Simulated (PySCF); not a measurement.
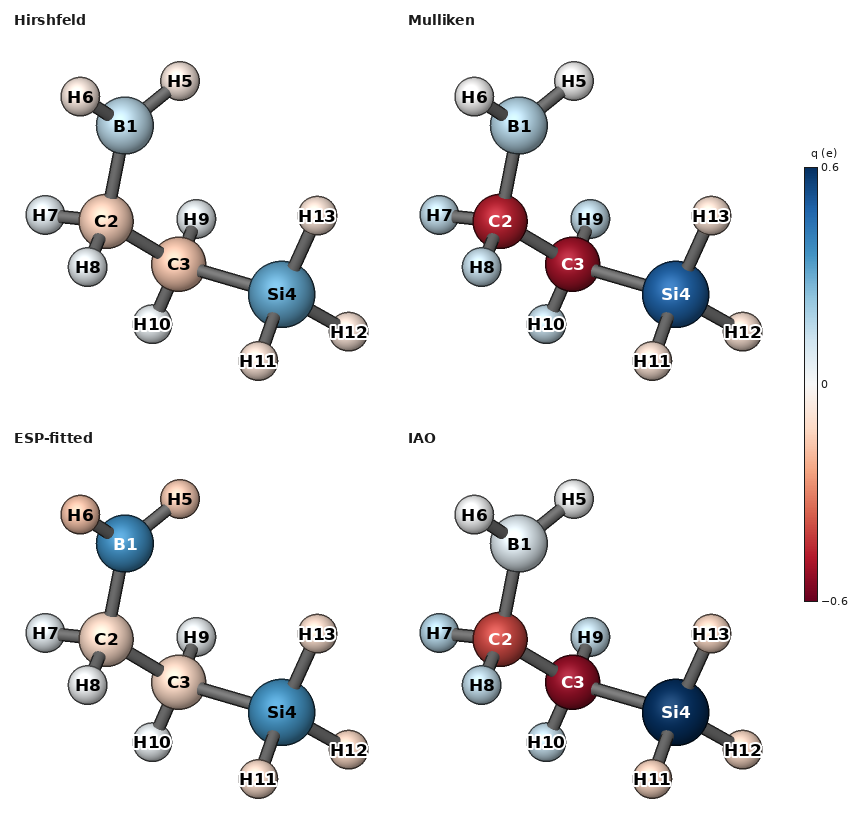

Atomic charges of one calculation by 4 schemes, on one colour scale. Computed geometry: GFN2-xTB optimisation. No frequency run is at hand to confirm it as a minimum. Method: PBE0/pcSseg-1 (PySCF 2.14.0).

On which atom do the schemes disagree most?

Answer. On C3 (from −0.52 to −0.12 e).

List the charges (e), one line for each set of equivalent atoms.

| atom | Hirshfeld | Mulliken | ESP-fitted | IAO |
| --- | --- | --- | --- | --- |
| B1 | 0.16 | 0.17 | 0.38 | 0.07 |
| C2 | −0.14 | −0.46 | −0.12 | −0.40 |
| C3 | −0.16 | −0.50 | −0.12 | −0.52 |
| Si4 | 0.31 | 0.49 | 0.36 | 0.60 |
| H5 | −0.06 | 0.00 | −0.15 | 0.01 |
| H6 | −0.06 | 0.00 | −0.17 | 0.01 |
| H7 | 0.06 | 0.15 | 0.05 | 0.17 |
| H8 | 0.04 | 0.14 | 0.02 | 0.15 |
| H9 | 0.04 | 0.14 | 0.03 | 0.14 |
| H10 | 0.04 | 0.14 | 0.03 | 0.14 |
| H11 | −0.08 | −0.09 | −0.10 | −0.12 |
| H12 | −0.08 | −0.09 | −0.12 | −0.12 |
| H13 | −0.08 | −0.08 | −0.10 | −0.12 |

The geometry is semi-empirical. Around B, Si such bond lengths and angles can be off by a tenth of an ångström or more and by several degrees, and values that hang on the shape move with them.
